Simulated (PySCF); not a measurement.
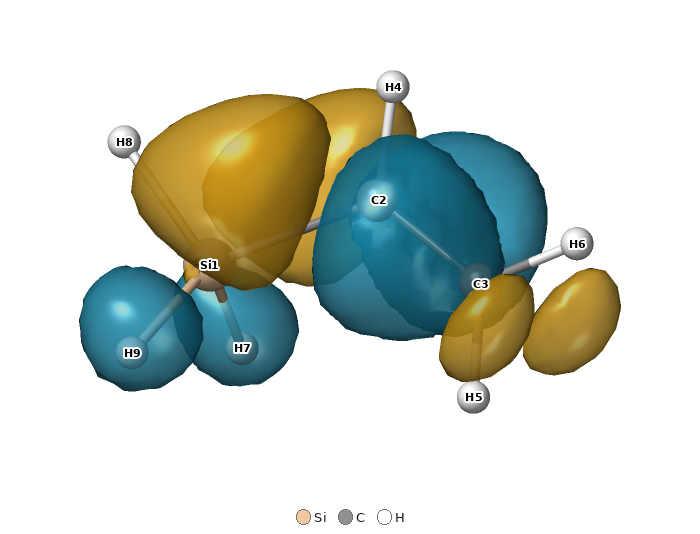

*Si(vinyl)H3 (C2H6Si). Unrelaxed difference density of S₂ less the ground state (TDA singlet states), ±0.015 e/Å³; yellow: gain, teal: loss.*

Computed with PySCF, ωB97X/def2-TZVP, geometry: GFN2-xTB. No frequency check shows the geometry to be a minimum. Without diffuse functions Rydberg states are missing, so the states' numbers hold for this basis only.

Input script:

```python
import numpy as np
from pyscf import gto, scf, dft, tdscf
from pyscf.scf import atom_ks, atom_hf
from scipy.linalg import block_diag

def solve(mol, dm0=None, hcore=None):
    mf = (dft.UKS if mol.spin else dft.RKS)(mol, xc='wb97x')
    mf.grids.level = 3
    mf = mf.density_fit(auxbasis='def2-universal-jkfit')
    mf.conv_tol, mf.max_cycle = 1e-8, 80
    if hcore is not None:
        mf.get_hcore = lambda *args: hcore
    mf.kernel(dm0)
    if not mf.converged:
        mf = mf.newton().run(mf.mo_coeff, mf.mo_occ, max_cycle=30)
    assert mf.converged, 'SCF not converged'
    return mf

mol = gto.M(atom='''
Si    -1.09209    -0.07633    -0.00001
C      0.69563     0.51949     0.00011
C      1.74936    -0.28182    -0.00032
H      0.87193     1.58897     0.00076
H      1.64366    -1.35542     0.00084
H      2.76515     0.08659     0.00011
H     -1.33911    -0.90444    -1.18304
H     -1.97122     1.09468    -0.02275
H     -1.35101    -0.86780     1.20544
''', basis='def2-tzvp', charge=0, spin=0, verbose=4)
mf = solve(mol)
td = mf.TDA()
td.nstates, td.singlet, td.conv_tol = 4, True, 1e-5
td.kernel()
td.analyze()
x, y = np.array([p[0] for p in td.xy]), np.array([p[1] + 0 * p[0] for p in td.xy])
f, mu = td.oscillator_strength(), td.transition_dipole()
nto = [td.get_nto(state=i + 1, verbose=4) for i in range(len(td.e))]
# spherically averaged free atoms, for the promolecule
atm = atom_ks.get_atm_nrks(mol, xc='wb97x')
pro = block_diag(*[(atm[a[0]][2] * atm[a[0]][3]) @ atm[a[0]][2].T for a in mol._atom])
np.savez('result.npz', e=td.e, f=f, ok=td.converged, w=[n[0] for n in nto], nto=[n[1] for n in nto], x=x, y=y, c=mf.mo_coeff, occ=mf.mo_occ, eps=mf.mo_energy, pro=pro, mu=mu)
```

Command:

```sh
OMP_NUM_THREADS=1 python input.py
```

The run took 3.4 min on 1 thread of Intel(R) Xeon(R) Platinum 8488C (Sapphire Rapids), on a shared host, peak memory 0.68 GiB.

Q: How does the charge move on excitation?

A: 0.44 e is displaced in all, of which about 0.2 e passes between atoms: C2 (0.09 e) and C3 (0.08 e) lose electrons and Si1 (0.12 e) gains them. The state: 7.46 eV (166 nm), f = 0.464 (bright); the leading pair carries 94 %; hole on C3 (36 %), C2 (34 %) and Si1 (10 %), electron on C3 (28 %), C2 (25 %) and Si1 (21 %); their centroids lie 0.2 Å apart.
